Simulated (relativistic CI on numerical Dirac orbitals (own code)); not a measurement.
# Relativistic CI calculation for Eu²⁺

System: Eu²⁺.
Method: Dirac-Coulomb-Breit CI, KLI orbitals optimised for each configuration, model QED (radiative potential, 1s self-energy scaled to tabulated hydrogen-like ionisation energies), valence Slater integrals scaled by 0.85, one configuration in a parametric crystal field (relativistic CI on numerical Dirac orbitals, in-house).

### The input
```
atom Eu  Z=63  charge=2  electrons=61
nucleus A=153  rms_radius_fm=5.1115
hamiltonian dirac-coulomb  breit=on  qed=on  c_scale=1
orbitals kli  potential=per-configuration
slater_scale 0.85
correlation none
mixing on
configurations
  [Xe] 4f7
end
crystal_field D3d B20=390 B40=-290 B43=-160 B60=140 B63=480 B66=-440
```

Hardware: 1 CPU thread, shared host.

The program writes its results to a structured record and prints no log; tables and figures of this report are taken from that record.

### The lowest 20 levels

```tsv
Configuration	Level	E (cm⁻¹)	LS purity (%)
4f⁷	⁸S°₇/₂	0	98
4f⁷	⁶P°₇/₂	28,110	79
4f⁷	⁶P°₅/₂	28,540	86
4f⁷	⁶P°₃/₂	28,960	92
4f⁷	⁶I°₇/₂	30,620	93
4f⁷	⁶I°₉/₂	30,890	95
4f⁷	⁶I°₁₇/₂	30,970	96
4f⁷	⁶I°₁₁/₂	31,110	97
4f⁷	⁶I°₁₅/₂	31,220	98
4f⁷	⁶I°₁₃/₂	31,240	97
4f⁷	⁶D°₉/₂	34,860	94
4f⁷	⁶D°₁/₂	35,510	99
4f⁷	⁶D°₇/₂	35,620	83
4f⁷	⁶D°₃/₂	35,700	91
4f⁷	⁶D°₅/₂	35,820	84
4f⁷	J = 7/2 (odd, mixed)	44,030	22
4f⁷	J = 5/2 (odd, mixed)	44,780	33
4f⁷	J = 9/2 (odd, mixed)	45,240	54
4f⁷	J = 11/2 (odd, mixed)	45,350	51
4f⁷	[(4f₅/₂)⁴ (4f₇/₂)³] J = 3/2	45,530	39
```

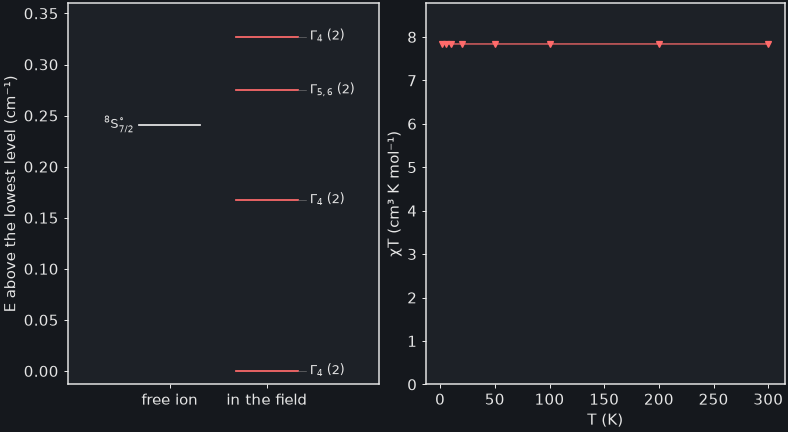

Fig. 1: Eu²⁺ (4f⁷) in a field of D3d symmetry with B20 = 390, B40 = −290, B43 = −160, B60 = 140, B63 = 480, B66 = −440 cm⁻¹ (Wybourne parameters). Labels give the double-group representation and, in brackets, the degeneracy; the lowest 4 of 1716 levels are drawn. One open-shell configuration in a parametric field without covalency; powder susceptibility by Van Vleck's formula. The free ion's lowest level is ⁸S°₇/₂. The ground level is Γ₄, a Kramers doublet, with total spin S = 3.48 and J = 3.50 (from expectation values); its principal g values, for an effective spin of 1/2, are 0.01, 0.01 and 13.97. The next level lies at 0.17 cm⁻¹ (Γ₄). The field lowers the ground state by 0 cm⁻¹ against the free ion. χT is 7.84 cm³ K mol⁻¹ at 2 K, 7.84 at 50 K and 7.84 at 300 K, an effective moment of 7.92 μB at room temperature.

### Results in brief

| quantity | value |
| --- | --- |
| outcome | converged |
| lowest level | 4f⁷ ⁸S°₇/₂ |
| first excited level | 4f⁷ ⁶P°₇/₂, 28,115 cm⁻¹ |
| levels computed | 1716 |
| CPU time | 20 s |

### Notes

Caveats: the configuration is the one typed, which at low charge need not be the free ion's ground configuration.
